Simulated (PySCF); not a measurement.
# NMR shielding calculation, with input and output: C3H3F5O

The run: NMR shielding calculation of C3H3F5O (1,1,1,2,2-pentafluoro-2-methoxyethane). Method and program: GIAO PBE0/pcSseg-1 NMR shielding, non-relativistic, gas phase (PySCF 2.14.0).

The geometry comes from this level: PBE0-D3(BJ)/def2-SVP. Figures and captions count atoms from 1; the log counts them from 0 in places.

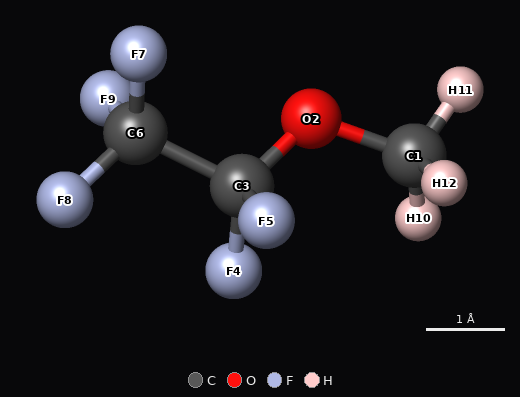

The structure as given in the input (ball-and-stick view, seen at a tilt; atoms are numbered from 1 in the order of the input).

### Summary

| quantity | value |
| --- | --- |
| outcome | converged |
| total energy | −689.833126 hartree |
| HOMO | −9.56 eV |
| LUMO | 1.53 eV |
| dipole moment | 2.68 D |
| isotropic shielding, C | 62.4 to 134.9 ppm |
| isotropic shielding, O | 255.1 ppm |
| isotropic shielding, F | 275.2 to 292.3 ppm |
| isotropic shielding, H | 27.5 to 27.6 ppm |
| hardware | 1 CPU thread, shared host |
| wall time | 20 s |
| peak memory | 0.96 GiB |

### Input
```
{"job": {"kind": "nmr", "xc": "PBE0", "basis": "pcSseg-1"}, "charge": 0, "multiplicity": 1}
C     -1.852993     0.241754    -0.189816
O     -0.609914     0.485180     0.454514
C      0.408748    -0.295198     0.089430
F      0.159347    -1.602262     0.311205
F      0.692889    -0.184925    -1.225348
C      1.660255     0.107015     0.893992
F      1.997447     1.358063     0.616971
F      2.672560    -0.688696     0.577190
F      1.424964     0.000450     2.192969
H     -2.228884    -0.762143     0.056357
H     -2.546865     0.998751     0.191725
H     -1.755314     0.346991    -1.280117
```

The first line tells a small driver script what to run in PySCF; the rest is the geometry in Å.

### Output
```
coarse grid: 11640 points
cycle   1  E = -689.4986337768  dE =  1.652e+00  |g| = 1.205e+00  |ddm| = 2.975e+00
cycle   2  E = -689.2161361152  dE =  2.825e-01  |g| = 1.852e+00  |ddm| = 1.427e+00
cycle   3  E = -689.7356385149  dE = -5.195e-01  |g| = 5.274e-02  |ddm| = 8.743e-01
cycle   4  E = -689.7359428071  dE = -3.043e-04  |g| = 3.083e-02  |ddm| = 5.167e-02
cycle   5  E = -689.7360674039  dE = -1.246e-04  |g| = 1.220e-02  |ddm| = 2.266e-02
cycle   6  E = -689.7360909683  dE = -2.356e-05  |g| = 2.153e-03  |ddm| = 6.808e-03
cycle   7  E = -689.7360916598  dE = -6.915e-07  |g| = 5.550e-04  |ddm| = 1.528e-03
final grid: 118968 points
cycle   8  E = -689.8331092570  dE = -5.676e-05  |g| = 9.876e-03  |ddm| = 2.018e-02
cycle   9  E = -689.8330949740  dE =  1.428e-05  |g| = 1.374e-02  |ddm| = 1.149e-02
cycle  10  E = -689.8331258765  dE = -3.090e-05  |g| = 7.946e-04  |ddm| = 6.802e-03
cycle  11  E = -689.8331259917  dE = -1.152e-07  |g| = 3.301e-04  |ddm| = 7.270e-04
cycle  12  E = -689.8331260102  dE = -1.849e-08  |g| = 9.422e-05  |ddm| = 2.211e-04
cycle  13  E = -689.8331260113  dE = -1.149e-09  |g| = 2.218e-05  |ddm| = 4.973e-05
cycle  14  E = -689.8331260114  dE = -9.027e-11  |g| = 4.825e-06  |ddm| = 1.700e-05
```

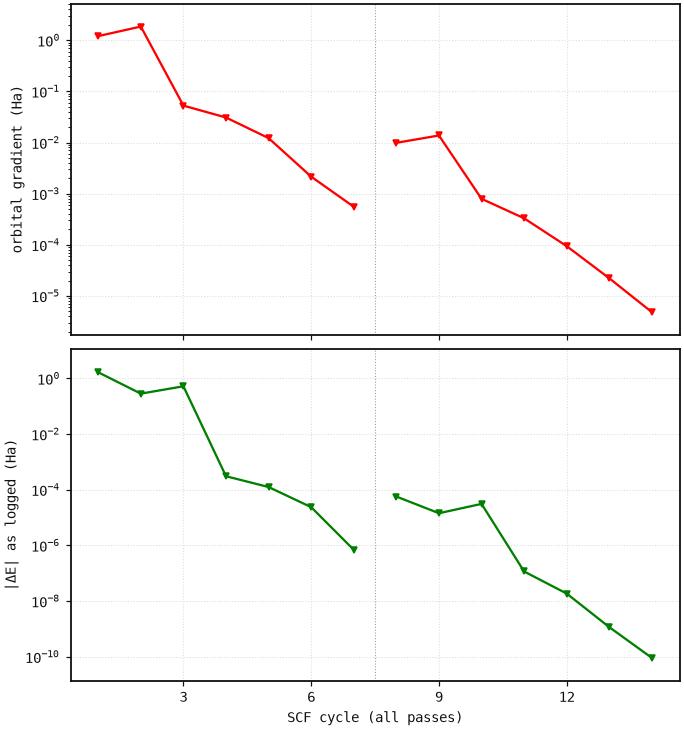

Convergence of the self-consistent field: orbital gradient and size of the energy change against the SCF cycle. The dotted line marks the change from a coarse to the final integration grid. The first 7 cycles use a coarse grid, the final grid takes over at cycle 8, and the field converges after 14 cycles in all.

```
converged SCF energy = -689.8331260114

GIAO shielding tensors (ppm)
atom      isotropic    diamagn.    paramagn.     s11        s22        s33       span
  0 C      134.870     244.398    -109.529    107.069    112.711    184.830     77.761
  1 O      255.114     398.567    -143.453    193.336    262.021    309.987    116.651
  2 C       64.828     241.311    -176.483     45.243     73.534     75.709     30.466
  3 F      291.699     474.575    -182.876    188.039    314.126    372.932    184.893
  4 F      292.269     475.416    -183.147    185.550    316.022    375.234    189.684
  5 C       62.356     242.372    -180.015     50.873     67.029     69.167     18.295
  6 F      275.232     471.738    -196.506    201.465    272.144    352.086    150.622
  7 F      277.214     469.102    -191.888    202.112    272.978    356.551    154.439
  8 F      275.351     470.836    -195.485    202.062    272.419    351.571    149.509
  9 H       27.573      28.443      -0.870     22.825     25.831     34.063     11.237
 10 H       27.639      27.805      -0.166     23.506     25.408     34.003     10.497
 11 H       27.543      28.800      -1.257     22.790     25.905     33.933     11.143
```

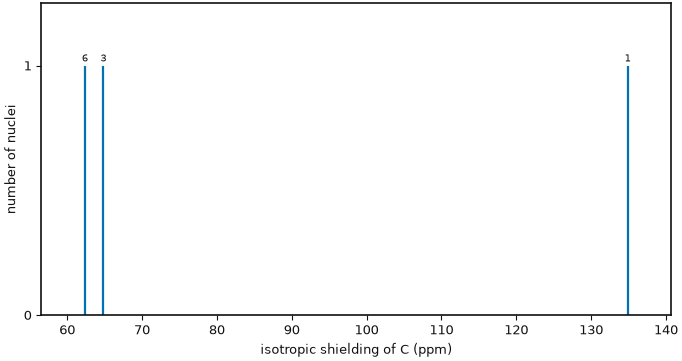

Isotropic shieldings of the carbon nuclei in this fixed geometry, labelled by atom number; shielding grows to the right, so chemical shift grows to the left. The least shielded is C6 (62.4 ppm), the most shielded C1 (134.9 ppm).

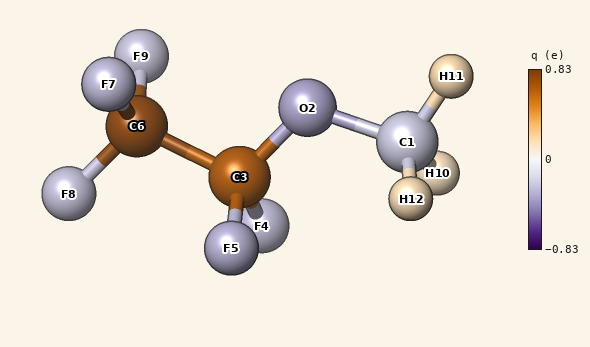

IAO charges, as the colour of each atom (ball-and-stick view, seen at a tilt; atoms are numbered from 1 in the order of the input). By element: C −0.22 to +0.79, O −0.36, F −0.29 to −0.26 and H +0.15 to +0.17 e.
